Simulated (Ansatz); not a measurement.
# Calculations on C3H6BN

### Relaxation

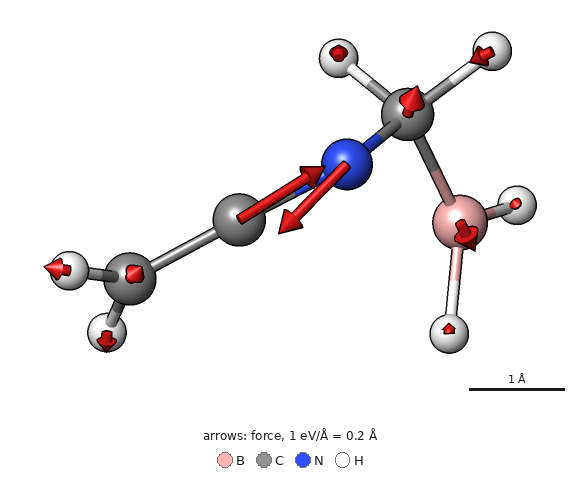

Starting geometry of C3H6BN with the computed forces as red arrows. The picture is a ball-and-stick view, seen from a free direction.

The run prepares an end point of a later path (torsion) calculation, from a guessed geometry.

These are results of Ansatz, RKS B3LYP-D4/6-31G*, not measurements.

The input:
```yaml
crystal:
  periodic: [false, false, false]
  atoms:
    - { symbol: B, position_ang: [-1.3844, 0.65, 0.9438] }
    - { symbol: C, position_ang: [-0.2494, -0.3234, 1.2543] }
    - { symbol: "N", position_ang: [0.9457, 0.0571, 0.542] }
    - { symbol: C, position_ang: [1.1877, -0.0871, -0.7049] }
    - { symbol: C, position_ang: [1.2524, -0.2614, -2.0047] }
    - { symbol: H, position_ang: [-2.4898, 0.5579, 1.4357] }
    - { symbol: H, position_ang: [-1.2435, 1.5978, 0.188] }
    - { symbol: H, position_ang: [-0.5068, -1.3377, 0.9727] }
    - { symbol: H, position_ang: [-0.0521, -0.2729, 2.39] }
    - { symbol: H, position_ang: [0.3894, -0.1815, -2.611] }
    - { symbol: H, position_ang: [2.2163, -0.4559, -2.3853] }
basis:
  gaussian: { orbitals: "6-31G*" }
hamiltonian:
  xc: b3lyp
  dispersion: d4
relax:
  f_tol: 0.015
  max_steps: 40
```

Command:
```bash
ansatz run input.yaml --threads 1 --pin off --max-ram 2048MiB --backend cpu --events-out ev --progress --plain --runs-dir out
```

Q: Is this structure relaxed? If not, where do the atoms go?

A: It isn't relaxed: the largest force vector, on C4, is 5.61 eV/Å. The final displacements have little in common with the starting forces (cosine between the two patterns 0.12). Over 22 accepted moves (23 points after the start) the energy falls by 106.4 kJ/mol. Largest force component: 5.2 eV/Å at the start, 0.014 eV/Å at the end. The line search rejected the trial step at point 7 of the run. H7 moves most after the best rigid fit: 0.74 Å. By element the largest moves are H 0.74 Å, N 0.51 Å, B 0.36 Å, C 0.27 Å. Some distances before and after: N3–C4 1.278 → 1.224 Å, C2–H9 1.154 → 1.104 Å, B1–C2 1.527 → 1.564 Å, C5–H11 1.054 → 1.085 Å. Bond angles that change, for instance: C2–B1–H6 123.1° → 117.6°, H6–B1–H7 114.5° → 120.0°, C4–C5–H11 115.3° → 120.7°. Groups turn about C2–N3 by about 35°.

### Relaxation

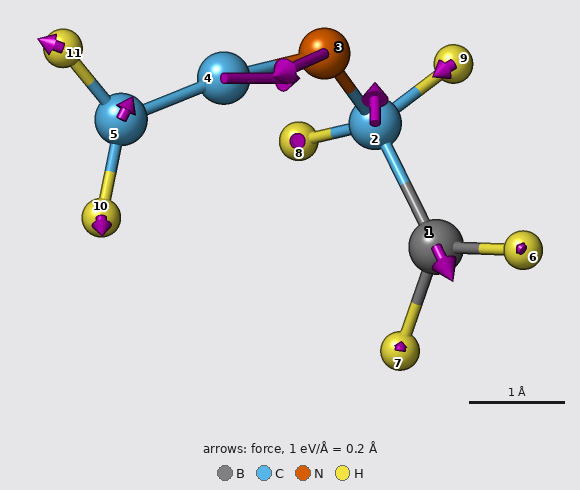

Starting geometry of C3H6BN with the computed forces as purple arrows. A ball-and-stick model, seen from a free direction.

The run prepares an end point of a later path (torsion) calculation, from a guessed geometry.

All numbers below come from Ansatz, RKS B3LYP-D4/6-31G*. (no spin polarisation; force threshold 0.015 eV/Å; at most 40 steps)

Q: Is this structure relaxed? If not, where do the atoms go?

A: It isn't relaxed: the largest force vector, on C4, is 5.42 eV/Å. The final displacements have little in common with the starting forces (cosine between the two patterns 0.10). The energy falls by 1.202 eV in 19 accepted moves (21 points after the start). The largest force component goes from 3.9 to 0.011 eV/Å. The line search rejected the trial steps at points 13, 17 of the run. The atom that moves furthest after the best rigid fit is H7 (1.40 Å). By element the largest moves are H 1.40 Å, N 0.45 Å, B 0.37 Å, C 0.27 Å. Some distances before and after: N3–C4 1.278 → 1.223 Å, C2–H9 1.154 → 1.104 Å, B1–C2 1.527 → 1.564 Å, C5–H11 1.054 → 1.085 Å. Bond angles that change, for instance: H6–B1–H7 114.5° → 120.0°, C4–C5–H11 115.3° → 120.7°, B1–C2–N3 110.3° → 115.4°. Groups turn about B1–C2 by about 55°, C2–N3 by about 35°. Cost: 49 s on 1 thread of Intel(R) Xeon(R) 6975P-C (Granite Rapids), on a shared host, peak memory 0.19 GiB.

### Path

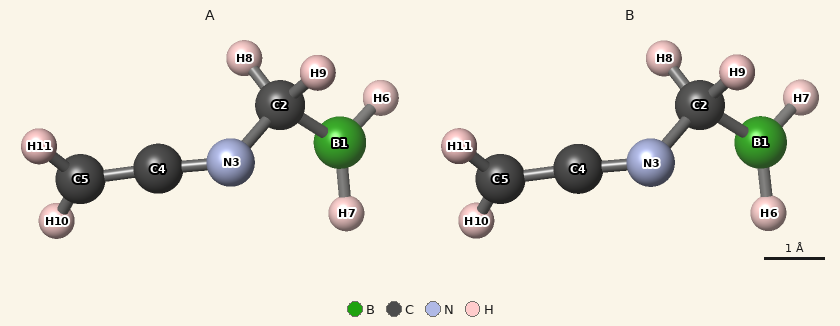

The two relaxed end points of a path for C$_{3}$H$_{6}$BN. Style: ball-and-stick. Shown at a tilt.

Level of theory: Ansatz 0.2.0, RKS B3LYP-D4/6-31G*.

Input file:
```yaml
crystal:
  periodic: [false, false, false]
  atoms:
    - { symbol: B, position_ang: [-1.585404, 0.703208, 1.233297] }
    - { symbol: C, position_ang: [-0.301768, -0.173692, 1.062765] }
    - { symbol: "N", position_ang: [0.763236, 0.421787, 0.252802] }
    - { symbol: C, position_ang: [1.079375, -0.006205, -0.849007] }
    - { symbol: C, position_ang: [1.477559, -0.402901, -2.03828] }
    - { symbol: H, position_ang: [-2.488561, 0.246535, 1.871627] }
    - { symbol: H, position_ang: [-1.678663, 1.797974, 0.766427] }
    - { symbol: H, position_ang: [-0.584388, -1.182928, 0.714957] }
    - { symbol: H, position_ang: [0.090498, -0.325399, 2.08344] }
    - { symbol: H, position_ang: [1.010349, -0.013897, -2.936474] }
    - { symbol: H, position_ang: [2.283268, -1.121581, -2.140953] }
basis:
  gaussian: { orbitals: "6-31G*" }
hamiltonian:
  xc: b3lyp
  dispersion: d4
neb:
  order_check: false
  images: 9
  f_tol: 0.05
  max_iterations: 59
  initial_path: idpp
  final_atoms:
    - { symbol: B, position_ang: [-1.58747127, 0.70448504, 1.24076095] }
    - { symbol: C, position_ang: [-0.30768307, -0.17491247, 1.05440233] }
    - { symbol: "N", position_ang: [0.75640977, 0.42631563, 0.24735241] }
    - { symbol: C, position_ang: [1.07982444, -0.0025437, -0.8517998] }
    - { symbol: C, position_ang: [1.48328401, -0.40384939, -2.03783849] }
    - { symbol: H, position_ang: [-1.67378316, 1.80861408, 0.79680699] }
    - { symbol: H, position_ang: [-2.49291849, 0.2402836, 1.87005108] }
    - { symbol: H, position_ang: [-0.589559, -1.18226693, 0.70114391] }
    - { symbol: H, position_ang: [0.08697826, -0.33196468, 2.07382511] }
    - { symbol: H, position_ang: [1.01764427, -0.02180617, -2.93990844] }
    - { symbol: H, position_ang: [2.29277524, -1.11945401, -2.13419505] }
```

Command:
```bash
ansatz run input.yaml --threads 1 --pin off --max-ram 2048MiB --backend cpu --events-out ev --progress --plain --runs-dir out
```

Q: What barrier does the band find between them, and by what path?

A: The barrier is about 13.8 kJ/mol in both directions, with image 4 at the top; the ends have the same energy. The motion is a rotation about the B1–C2 bond by about 180°. No bond forms or breaks between the ends. Among the angles between lasting bonds that change up to the highest image: B1–C2–N3 115.4° → 103.1°, B1–C2–H9 105.5° → 113.7°. The band converged in 21 iterations, with a climbing image at the top. At the top, the vibrational analysis gives one imaginary mode (190i cm⁻¹), as a transition state must have.

Energies of the converged images:

```json
{"image": "0", "path (Å)": "0.00", "E (kJ/mol)": "0.0"}
{"image": "1", "path (Å)": "0.57", "E (kJ/mol)": "0.5"}
{"image": "2", "path (Å)": "1.15", "E (kJ/mol)": "3.1"}
{"image": "3", "path (Å)": "1.72", "E (kJ/mol)": "10.2"}
{"image": "4", "path (Å)": "2.29", "E (kJ/mol)": "13.8"}
{"image": "5", "path (Å)": "2.77", "E (kJ/mol)": "12.6"}
{"image": "6", "path (Å)": "3.25", "E (kJ/mol)": "12.8"}
{"image": "7", "path (Å)": "3.73", "E (kJ/mol)": "11.7"}
{"image": "8", "path (Å)": "4.21", "E (kJ/mol)": "6.8"}
{"image": "9", "path (Å)": "4.68", "E (kJ/mol)": "1.7"}
{"image": "10", "path (Å)": "5.16", "E (kJ/mol)": "0.0"}
```

The geometry at the top of the path:

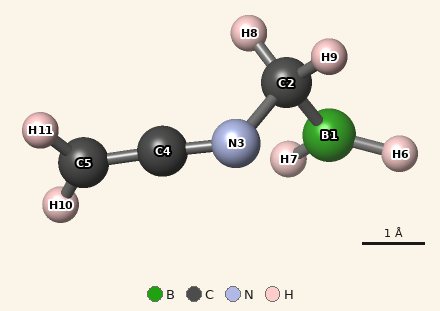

Cost: 6.3 min on 1 thread of Intel(R) Xeon(R) 6975P-C (Granite Rapids) (shared host), peak memory 0.19 GiB.
